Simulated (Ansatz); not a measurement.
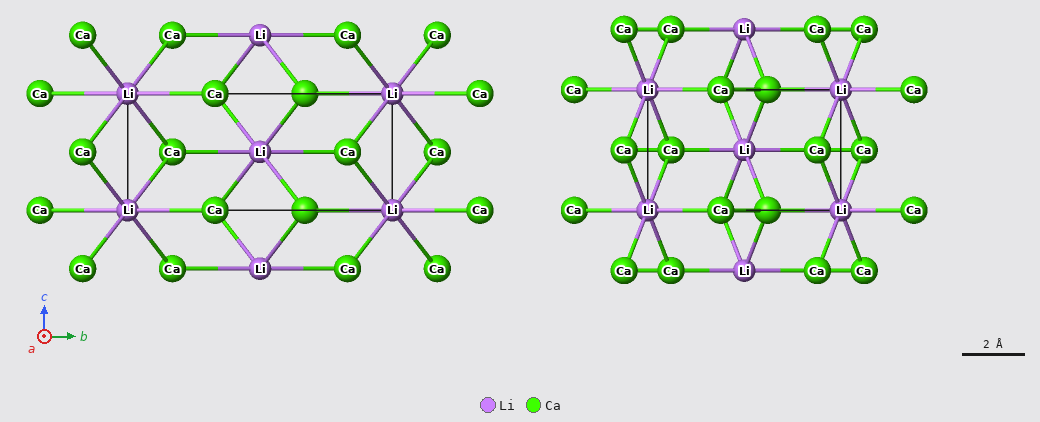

Two geometries of crystalline LiCa2 (built on the marcasite_58 type) (coarse preliminary run), drawn at one scale. One is the start of a relaxation, the other its converged end. Style: ball-and-stick. Shown: the cell of the calculation, along the a axis.

Computed with DFT PBE, scalar-relativistic, plane waves, PAW in Ansatz. Settings: plane-wave cutoff 420 eV; k-point mesh 4 × 4 × 4; occupations gaussian; smearing width 0.1 eV; no spin polarisation; cell and atoms relaxed; force threshold 0.04 eV/Å; at most 70 steps.

Which geometry has the lower energy?

The left one is the relaxed one. Case: marcasite type (Pnnm, No. 58). The largest moves relative to the cell, 0.44 Å, are those of Ca atoms. Li stays in place. Cell: a 5.125 → 6.891 Å (+34.5 %), b 6.255 → 8.572 Å (+37.1 %), c 3.905 → 3.778 Å (−3.3 %). Volume +78.3 %. Among the contacts that change: Ca–Ca 3.425 → 5.281 Å, Ca–Ca 2.554 → 3.822 Å, Ca–Li 2.597 → 3.246 Å, Ca–Li 2.582 → 3.093 Å. Bonds break: Ca–Ca (2.55 → 3.82 Å). Among the angles between lasting bonds that change: Ca–Li–Ca 82.5° → 108.8°, Ca–Li–Ca 97.5° → 71.2°, Li–Ca–Li 97.5° → 71.2°. The space group stays Pnnm (No. 58). After 11 accepted moves (13 points after the start) the energy has fallen by 5.894 eV per cell of the calculation. Largest force component: 1.2 eV/Å at the start, 0.0076 eV/Å at the end. Pressure: 21.36 GPa at the start and 0.04 GPa at the end. At 2 points the geometry stayed and the basis and grid were re-selected for the new cell (energy shift of 0.233 eV per cell of the calculation at most each time). Cost: 3 min on 1 thread of Intel(R) Xeon(R) Platinum 8259CL CPU @ 2.50GHz (Skylake/Cascade Lake), on a shared host, peak memory 0.56 GiB.

Limits of the set-up: the k-point mesh is coarse for a cell with partly filled bands.
